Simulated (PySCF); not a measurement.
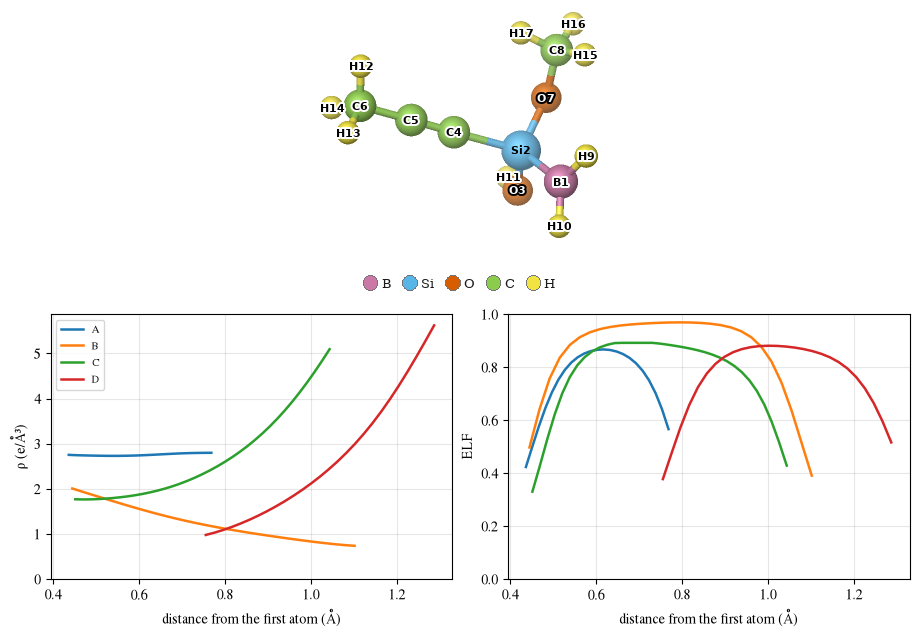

Figure. C4H9BO2Si. Total electron density and ELF along straight lines between neighbouring atoms. The curves leave out the atomic cores. The structure is drawn too.

Geometry: GFN2-xTB.

The calculation used PySCF, CAM-B3LYP/def2-SVPD, SCF density, gas phase.

| atom | x (Å) | y (Å) | z (Å) |
| --- | --- | --- | --- |
| B | -1.7294 | -1.4934 | -1.0462 |
| Si | -0.9106 | -0.8632 | 0.6130 |
| O | -0.9958 | -2.0125 | 1.7707 |
| C | 0.8751 | -0.3740 | 0.3175 |
| C | 2.0104 | -0.0422 | 0.0839 |
| C | 3.3791 | 0.3456 | -0.1842 |
| O | -1.6353 | 0.4212 | 1.3591 |
| C | -1.8133 | 1.6993 | 0.8393 |
| H | -2.2731 | -0.7588 | -1.7781 |
| H | -1.6593 | -2.6094 | -1.3808 |
| H | -0.8582 | -1.7712 | 2.6840 |
| H | 3.4210 | 1.3940 | -0.4794 |
| H | 3.7870 | -0.2656 | -0.9893 |
| H | 3.9886 | 0.2060 | 0.7083 |
| H | -2.4170 | 1.6740 | -0.0724 |
| H | -2.3264 | 2.3024 | 1.5901 |
| H | -0.8497 | 2.1599 | 0.6040 |

> Which curve belongs to which contact (C–C, C–O, C–Si and Si–O)? The first atom named is at distance zero.

Curve A: C–C (1.21 Å): the density is about 2.7 e/Å³ at the midpoint; the ELF peaks at about 0.85 between the atoms; a multiple bond. Curve B: C–Si (1.87 Å): ρ is about 0.91 e/Å³ halfway; the ELF peaks at about 0.95 between the atoms: a covalent bond. Curve C: C–O (1.39 Å): ρ at the midpoint is about 2.1 e/Å³, with its minimum of 1.8 e/Å³ about 0.5 Å from C; the ELF peaks at about 0.90 between the atoms: a shared but strongly polarised pair. Curve D: Si–O (1.63 Å): ρ is about 1.2 e/Å³ halfway; the ELF peaks at about 0.90 between the atoms: a polar covalent bond.
